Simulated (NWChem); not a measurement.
**Run report: H₂O, energy and gradient calculation (part 1 of 2)**

- system: H₂O
- method: PBE0/6-311G**, RKS (NWChem 7.3.0)

The geometry comes from this level: PBE0-D4/def2-TZVP.

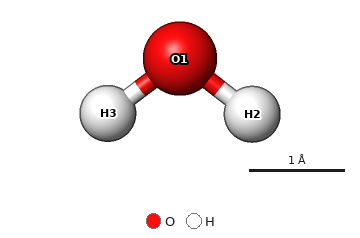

Fig. 1: The input geometry (ball-and-stick view, seen on its broad side; atoms are numbered from 1 in the order of the input).

### Input file
```
START input
memory 2200 mb

GEOMETRY noautosym nocenter noautoz
O     -0.302700     0.200200    -0.140600
H      0.466500     0.548400     0.315300
H     -0.163800    -0.748600    -0.174700
END

BASIS spherical bse
O library 6-311G**
H library 6-311G**
END

DFT
xc pbe0
mult 1
grid xfine
convergence energy 1e-08
iterations 100
mulliken
print medium
END

TASK dft gradient
```

Run on 1 thread of AMD EPYC (Zen 5), 16 GiB of memory available, shared host.

Launch command:
```bash
nwchem input.nw > input.out
```

### The program's output
```
Northwest Computational Chemistry Package (NWChem) 7.3.0
             --------------------------------------------------------

           Job information
           ---------------

    nwchem branch   = 7.3.0
    use scalapack   = T
    input           = input.nw
    prefix          = input.
    data base       = ./input.db
    status          = startup
    nproc           =        1

           Memory information
           ------------------

    heap     =     72089600 doubles =      550.0 Mbytes
    stack    =     72089597 doubles =      550.0 Mbytes
    global   =    144179200 doubles =     1100.0 Mbytes (distinct from heap & stack)
    total    =    288358397 doubles =     2200.0 Mbytes
    verify   = yes
    hardfail = no

           Directory information
           ---------------------

  0 permanent = .
  0 scratch   = .

                                NWChem Input Module
                                -------------------

 Scaling coordinates for geometry "geometry" by  1.889725989
 (inverse scale =  0.529177249)

                             Geometry "geometry" -> ""
                             -------------------------

 Output coordinates in angstroms (scale by  1.889725989 to convert to a.u.)

  No.       Tag          Charge          X              Y              Z
 ---- ---------------- ---------- -------------- -------------- --------------
    1 O                    8.0000    -0.30270000     0.20020000    -0.14060000
    2 H                    1.0000     0.46650000     0.54840000     0.31530000
    3 H                    1.0000    -0.16380000    -0.74860000    -0.17470000

      Atomic Mass
      -----------

      O                 15.994910
      H                  1.007825

 Effective nuclear repulsion energy (a.u.)       9.1713014188

            Nuclear Dipole moment (a.u.)
            ----------------------------
        X                 Y               Z
 ---------------- ---------------- ----------------
    -4.0041403972     2.6482620004    -1.8598683180

            XYZ format geometry
            -------------------
     3
 geometry
 O                    -0.30270000     0.20020000    -0.14060000
 H                     0.46650000     0.54840000     0.31530000
 H                    -0.16380000    -0.74860000    -0.17470000

 ==============================================================================
                                internuclear distances
 ------------------------------------------------------------------------------
       center one      |      center two      | atomic units |  angstroms
 ------------------------------------------------------------------------------
    2 H                |   1 O                |     1.81331  |     0.95956
    3 H                |   1 O                |     1.81323  |     0.95952
 ------------------------------------------------------------------------------
                         number of included internuclear distances:          2
 ==============================================================================

 ==============================================================================
                                 internuclear angles
 ------------------------------------------------------------------------------
        center 1       |       center 2       |       center 3       |  degrees
 ------------------------------------------------------------------------------
    2 H                |   1 O                |   3 H                |   105.05
 ------------------------------------------------------------------------------
                            number of included internuclear angles:          1
 ==============================================================================

                      Basis "ao basis" -> "" (spherical)
                      -----
  [basis functions not shown]

 Summary of "ao basis" -> "" (spherical)
 ------------------------------------------------------------------------------
       Tag                 Description            Shells   Functions and Types
 ---------------- ------------------------------  ------  ---------------------
 O                          6-311G**                 8       18   4s3p1d
 H                          6-311G**                 4        6   3s1p

                                 NWChem DFT Module
                                 -----------------

 Summary of "ao basis" -> "ao basis" (spherical)
 ------------------------------------------------------------------------------
       Tag                 Description            Shells   Functions and Types
 ---------------- ------------------------------  ------  ---------------------
 O                          6-311G**                 8       18   4s3p1d
 H                          6-311G**                 4        6   3s1p

  Caching 1-el integrals
  itol2e modified to match energy
  convergence criterion.
  tol_rho modified to match energy
  convergence criterion.

            General Information
            -------------------
          SCF calculation type: DFT
          Wavefunction type:  closed shell.
          No. of atoms     :     3
          No. of electrons :    10
           Alpha electrons :     5
            Beta electrons :     5
          Charge           :     0
          Spin multiplicity:     1
          Use of symmetry is: off; symmetry adaption is: off
          Maximum number of iterations: 100
          AO basis - number of functions:    30
                     number of shells:    16
          Convergence on energy requested:  1.00D-08
          Convergence on density requested:  1.00D-05
          Convergence on gradient requested:  5.00D-04

              XC Information
              --------------
                         PBE0 Method XC Functional
                     Hartree-Fock (Exact) Exchange  0.250
          PerdewBurkeErnzerhof Exchange Functional  0.750
            Perdew 1991 LDA Correlation Functional  1.000 local
           PerdewBurkeErnz. Correlation Functional  1.000 non-local

             Grid Information
             ----------------
          Grid used for XC integration:  xfine
          Radial quadrature: Mura-Knowles
          Angular quadrature: Lebedev.
          Tag              B.-S. Rad. Rad. Pts. Rad. Cut. Ang. Pts.
          ---              ---------- --------- --------- ---------
          O                   0.60      100           6.0      1454
          H                   0.35      100           8.0      1202
          Grid pruning is: on
          Number of quadrature shells:   300
          Spatial weights used:  Erf1

          Convergence Information
          -----------------------
          Convergence aids based upon iterative change in
          total energy or number of iterations.
          Levelshifting, if invoked, occurs when the
          HOMO/LUMO gap drops below (HL_TOL):  1.00D-02
          DIIS, if invoked, will attempt to extrapolate
          using up to (NFOCK): 10 stored Fock matrices.

                    Damping( 0%)  Levelshifting(0.5)       DIIS
                  --------------- ------------------- ---------------
          dE  on:    start            ASAP                start
          dE off:    2 iters        100 iters           100 iters

      Screening Tolerance Information
      -------------------------------
          Density screening/tol_rho:  1.00D-11
          AO Gaussian exp screening on grid/accAOfunc:  18
          CD Gaussian exp screening on grid/accCDfunc:  20
          XC Gaussian exp screening on grid/accXCfunc:  20
          Schwarz screening/accCoul:  1.00D-09

      Superposition of Atomic Density Guess
      -------------------------------------

 Sum of atomic energies:         -75.77574266

      Non-variational initial energy
      ------------------------------

 Total energy =     -75.933994
 1-e energy   =    -121.735776
 2-e energy   =      36.630480
 HOMO         =      -0.474489
 LUMO         =       0.071553

   Time after variat. SCF:      0.0

     ---------------------------------------------
      Total Density - Mulliken Population Analysis
     ---------------------------------------------

    Atom       Charge   Shell Charges
 -----------   ------   -------------------------------------------------------
    1 O    8     8.80   1.08  0.91  1.02  1.03  2.26  0.74  1.75  0.01
    2 H    1     0.60   0.21  0.28  0.05  0.06
    3 H    1     0.60   0.21  0.28  0.05  0.06
   Time prior to 1st pass:      0.0

 Grid_pts file          = ./input.gridpts.0
 Record size in doubles =  12289        No. of grid_pts per rec  =   3070
 Max. records in memory =    158        Max. recs in file   = *********

           Memory utilization after 1st SCF pass:
           Heap Space remaining (MW):       36.59            36591688
          Stack Space remaining (MW):       72.09            72089276

   convergence    iter        energy       DeltaE   RMS-Dens  Diis-err    time
 ---------------- ----- ----------------- --------- --------- ---------  ------
 d= 0,ls=0.0,diis     1    -76.3240857183 -8.55D+01  1.81D-02  4.07D-01     0.2
 d= 0,ls=0.0,diis     2    -76.3227801119  1.31D-03  8.96D-03  4.71D-01     0.3
 d= 0,ls=0.0,diis     3    -76.3616766758 -3.89D-02  1.08D-03  9.80D-03     0.5
 d= 0,ls=0.0,diis     4    -76.3623980979 -7.21D-04  1.31D-04  1.03D-04     0.6
 d= 0,ls=0.0,diis     5    -76.3624058387 -7.74D-06  1.12D-05  4.19D-07     0.7
 d= 0,ls=0.0,diis     6    -76.3624058807 -4.20D-08  1.41D-06  2.72D-09     0.9
 d= 0,ls=0.0,diis     7    -76.3624058812 -4.29D-10  1.09D-07  5.40D-12     1.0

         Total DFT energy =      -76.362405881155
      One electron energy =     -123.165076397701
           Coulomb energy =       46.914068958897
    Exchange-Corr. energy =       -9.282699861121
 Nuclear repulsion energy =        9.171301418770

 Numeric. integr. density =       10.000000012690

     Total iterative time =      1.0s

                       DFT Final Molecular Orbital Analysis
                       ------------------------------------

 Vector    1  Occ=2.000000D+00  E=-1.917899D+01
              MO Center= -3.0D-01,  2.0D-01, -1.4D-01, r^2= 1.5D-02
   Bfn.  Coefficient  Atom+Function         Bfn.  Coefficient  Atom+Function
  ----- ------------  ---------------      ----- ------------  ---------------
     1      0.551669  1 O  s                  2      0.469737  1 O  s

 Vector    2  Occ=2.000000D+00  E=-1.027552D+00
              MO Center= -1.5D-01,  9.7D-02, -6.8D-02, r^2= 5.0D-01
   Bfn.  Coefficient  Atom+Function         Bfn.  Coefficient  Atom+Function
  ----- ------------  ---------------      ----- ------------  ---------------
     6      0.535616  1 O  s                 10      0.359568  1 O  s
     2     -0.185576  1 O  s                  1     -0.115226  1 O  s
    19      0.098683  2 H  s                 25      0.098695  3 H  s
    20      0.084819  2 H  s                 26      0.084825  3 H  s
     7      0.062426  1 O  px                 8     -0.041296  1 O  py

 Vector    3  Occ=2.000000D+00  E=-5.365769D-01
              MO Center= -1.3D-01,  8.8D-02, -6.2D-02, r^2= 7.8D-01
   Bfn.  Coefficient  Atom+Function         Bfn.  Coefficient  Atom+Function
  ----- ------------  ---------------      ----- ------------  ---------------
     8      0.293647  1 O  py                20      0.206897  2 H  s
    26     -0.206896  3 H  s                  4      0.201192  1 O  py
    12      0.177054  1 O  py                19      0.153730  2 H  s
    25     -0.153733  3 H  s                  7      0.142691  1 O  px
     9      0.110932  1 O  pz                 3      0.097764  1 O  px

 Vector    4  Occ=2.000000D+00  E=-3.872140D-01
              MO Center= -3.6D-01,  2.4D-01, -1.7D-01, r^2= 6.9D-01
   Bfn.  Coefficient  Atom+Function         Bfn.  Coefficient  Atom+Function
  ----- ------------  ---------------      ----- ------------  ---------------
    10      0.356201  1 O  s                  7     -0.283783  1 O  px
    11     -0.262706  1 O  px                 6      0.214120  1 O  s
     3     -0.202285  1 O  px                 8      0.187695  1 O  py
    12      0.173756  1 O  py                20     -0.143172  2 H  s
    26     -0.143165  3 H  s                  4      0.133794  1 O  py

 Vector    5  Occ=2.000000D+00  E=-3.112238D-01
              MO Center= -2.8D-01,  1.9D-01, -1.3D-01, r^2= 6.1D-01
   Bfn.  Coefficient  Atom+Function         Bfn.  Coefficient  Atom+Function
  ----- ------------  ---------------      ----- ------------  ---------------
    13      0.412732  1 O  pz                 9      0.372543  1 O  pz
     5      0.262091  1 O  pz                11     -0.223122  1 O  px
     7     -0.201396  1 O  px                 3     -0.141686  1 O  px
    12     -0.047498  1 O  py                 8     -0.042873  1 O  py
     4     -0.030162  1 O  py                24      0.029009  2 H  pz

 Vector    6  Occ=0.000000D+00  E= 4.725181D-02
              MO Center=  2.8D-01, -1.8D-01,  1.3D-01, r^2= 3.2D+00
   Bfn.  Coefficient  Atom+Function         Bfn.  Coefficient  Atom+Function
  ----- ------------  ---------------      ----- ------------  ---------------
    10      0.821561  1 O  s                 21     -0.759547  2 H  s
    27     -0.759430  3 H  s                 11      0.185867  1 O  px
     6      0.170032  1 O  s                 12     -0.122889  1 O  py
     7      0.120286  1 O  px                13      0.086337  1 O  pz
     8     -0.079539  1 O  py                 3      0.077778  1 O  px

 Vector    7  Occ=0.000000D+00  E= 1.219307D-01
              MO Center=  2.4D-01, -1.6D-01,  1.1D-01, r^2= 3.9D+00
   Bfn.  Coefficient  Atom+Function         Bfn.  Coefficient  Atom+Function
  ----- ------------  ---------------      ----- ------------  ---------------
    21      1.388960  2 H  s                 27     -1.389087  3 H  s
    12     -0.450669  1 O  py                11     -0.219002  1 O  px
     8     -0.169864  1 O  py                13     -0.170256  1 O  pz
     4     -0.137412  1 O  py                 7     -0.082542  1 O  px
     3     -0.066774  1 O  px                 9     -0.064170  1 O  pz

 Vector    8  Occ=0.000000D+00  E= 3.976937D-01
              MO Center= -1.2D-01,  8.0D-02, -5.6D-02, r^2= 2.4D+00
   Bfn.  Coefficient  Atom+Function         Bfn.  Coefficient  Atom+Function
  ----- ------------  ---------------      ----- ------------  ---------------
    20      1.372701  2 H  s                 26     -1.371880  3 H  s
    21     -0.957400  2 H  s                 27      0.956967  3 H  s
    12     -0.793340  1 O  py                11     -0.385718  1 O  px
    13     -0.299817  1 O  pz                 8     -0.169607  1 O  py
    19      0.114451  2 H  s                 25     -0.114389  3 H  s

 Vector    9  Occ=0.000000D+00  E= 4.388652D-01
              MO Center=  1.7D-01, -1.2D-01,  8.1D-02, r^2= 2.2D+00
   Bfn.  Coefficient  Atom+Function         Bfn.  Coefficient  Atom+Function
  ----- ------------  ---------------      ----- ------------  ---------------
    20      1.656241  2 H  s                 26      1.657134  3 H  s
    10     -1.110403  1 O  s                 21     -0.688526  2 H  s
    27     -0.688980  3 H  s                 11     -0.680710  1 O  px
    12      0.450626  1 O  py                13     -0.316132  1 O  pz
     7     -0.165072  1 O  px                 6     -0.149557  1 O  s
```
